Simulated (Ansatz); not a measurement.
CH$_{7}$NSn (SMILES [CH3][SnH2][NH2])

Input

```
crystal:
  periodic: [false, false, false]
  atoms:
    - {symbol: C, position_ang: [-1.480183, 1.480095, -0.187025]}
    - {symbol: "N", position_ang: [1.955632, 2.419272, -0.715600]}
    - {symbol: Sn, position_ang: [0.211230, 1.652083, -1.551748]}
    - {symbol: H, position_ang: [-2.352541, 1.066188, -0.729912]}
    - {symbol: H, position_ang: [-1.746081, 2.476252, 0.215902]}
    - {symbol: H, position_ang: [-1.224286, 0.804746, 0.651900]}
    - {symbol: H, position_ang: [0.659023, 0.091425, -2.153818]}
    - {symbol: H, position_ang: [-0.170441, 2.734309, -2.848581]}
    - {symbol: H, position_ang: [2.260024, 1.836525, 0.077512]}
    - {symbol: H, position_ang: [1.782997, 3.354784, -0.320262]}
basis:
  gaussian:
    orbitals: def2-TZVPD
hamiltonian:
  xc: pbe0
output:
  forces: true
  orbitals: {seedname: orbitals}
```

Launched as:

```sh
ansatz run input.yaml --threads 2 --pin off --max-ram 4350MiB --events-out events.jsonl --progress --plain --runs-dir runs
```

Geometry: PBE-D3(BJ)/def2-SVP; core potentials replace the inner electrons of Sn.

Method: isolated molecule in a Gaussian basis; Kohn-Sham density functional theory, functional PBE0 (Ansatz 0.2.0).

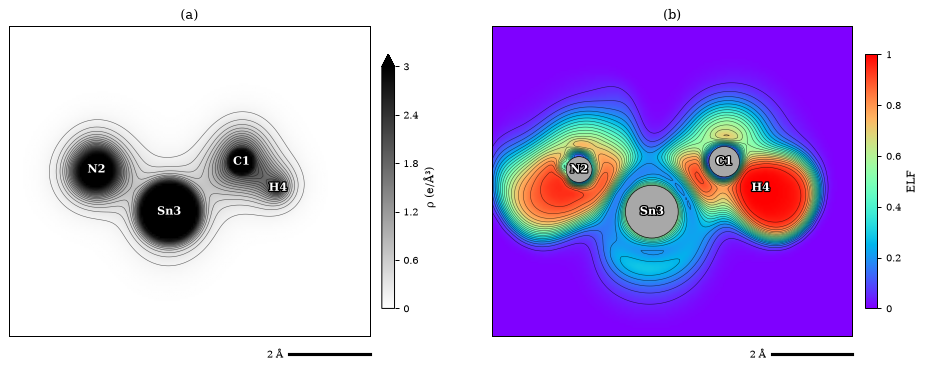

Figure 1. (a) electron density; (b) ELF on the plane of atoms Sn3, C1 and H4. Grey discs cover the atomic cores in the ELF map.

Interpret the plot.

Atoms in the plane: C, N, Sn and H.
Sn–N (2.08 Å): the density is about 0.72 e/Å³ at the midpoint; the ELF peaks at about 0.90 in the valence shell of N, 0.7 Å from its nucleus, and drops to about 0.15 between the two atoms.
C–Sn (2.18 Å): the density is about 0.67 e/Å³ at the midpoint; the ELF peaks at about 0.90 in the valence shell of C, 0.7 Å from its nucleus, and drops to about 0.20 between the two atoms.
C–H (1.11 Å): the density is about 1.9 e/Å³ at the midpoint; the ELF climbs to about 1 towards the hydrogen, as it does in any bond to H (a covalent bond by its length).
The ELF also peaks beside N2, away from the bonds: lone-pair regions.

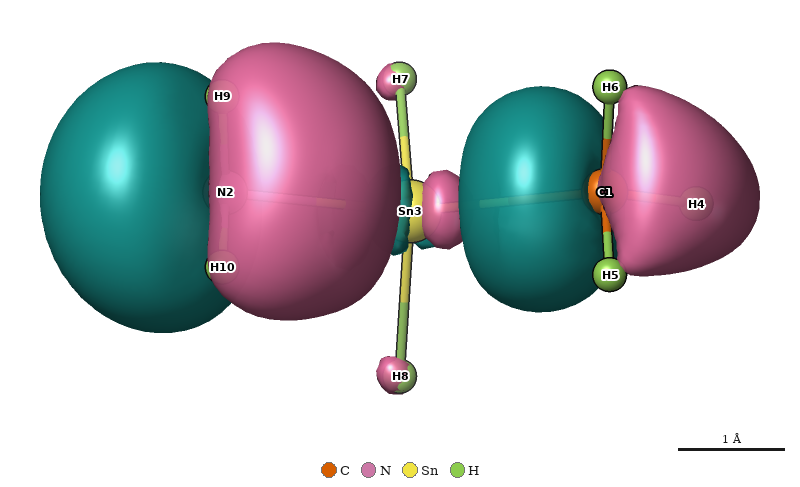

Figure 2. The HOMO at ±0.08 Å⁻³ᐟ² (teal and pink are the two phases), seen from one side.

Where does this orbital lie, and at what energy?

By Hirshfeld shares it lies mainly on N2 (about 60 %), C1 (about 10 %) and Sn3 (about 10 %). Its energy is −7.12 eV.
